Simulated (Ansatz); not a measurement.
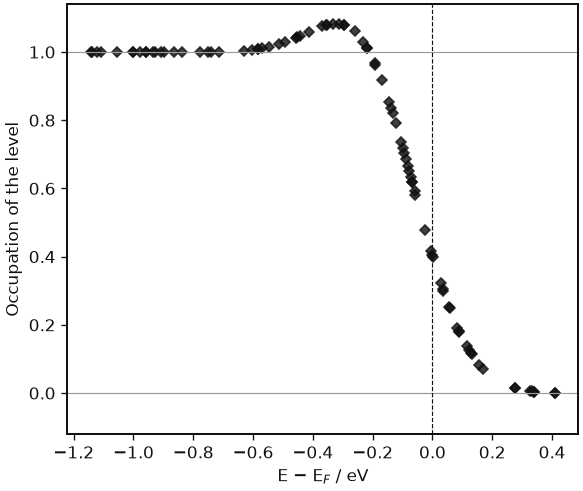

Occupations of the one-electron levels of the k mesh against their energy, from a run on PdClF, space group P4/nmm (No. 129), 6 atoms in the cell, with Ansatz.

> Name the smearing function and its width.

cold (Marzari-Vanderbilt) smearing with a width of 0.23 eV. The occupations overshoot 1 below the Fermi level (up to 1.08) but never turn negative, and they are not symmetric about it.

> Is that width safe?

It is wide: energies, forces and moments pick up smearing errors, and small gaps get partly filled, so it should be reduced or extrapolated to zero width.
